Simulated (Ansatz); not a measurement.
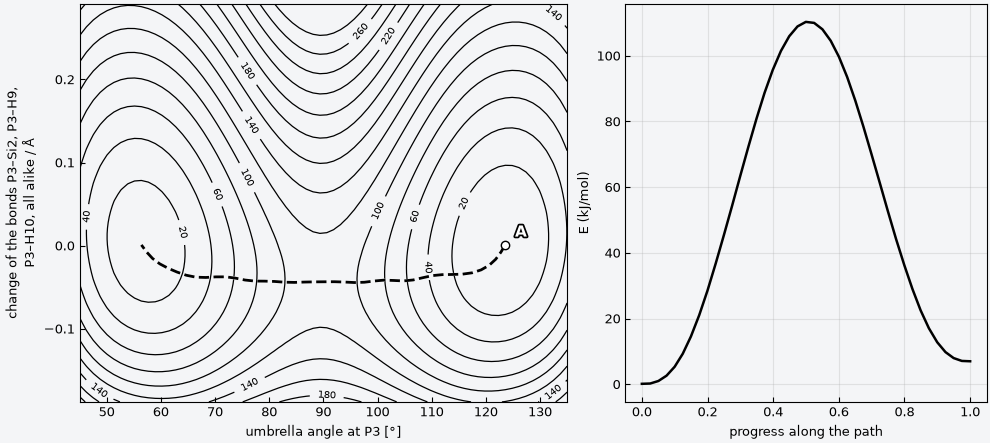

CH₆ClPSi, SMILES C[SiH](P)Cl. The first coordinate is: umbrella angle at P3 (between each of its bonds and their common axis; 90 is planar); the second: change of the bonds P3–Si2, P3–H9, P3–H10, all alike. Nothing is relaxed (all other coordinates rigid). Grid: 11 × 11 points. Points are written as (first, second). Energies: kJ/mol, counted from the relaxed molecule at the same level. All numbers below come from RKS B3LYP-D4/def2-SVP in Ansatz 0.2.0.

In the figure: contour lines labelled in kJ/mol (none above 280), a line along the lowest path, the energy along the path at the right, the start A. Between grid points the surface is interpolated.

Describe the path and its barrier.

Answer. The easiest path leads from the well at about (124°, 0.00 Å) to the well at about (56°, 0.00 Å), about 6.9 kJ/mol higher. Its highest point lies about 110 kJ/mol above the bottom of the first well on the interpolated surface, at (90°, −0.045 Å). The start is the relaxed structure and all else is held, so a fully relaxed path at this level can only be lower.
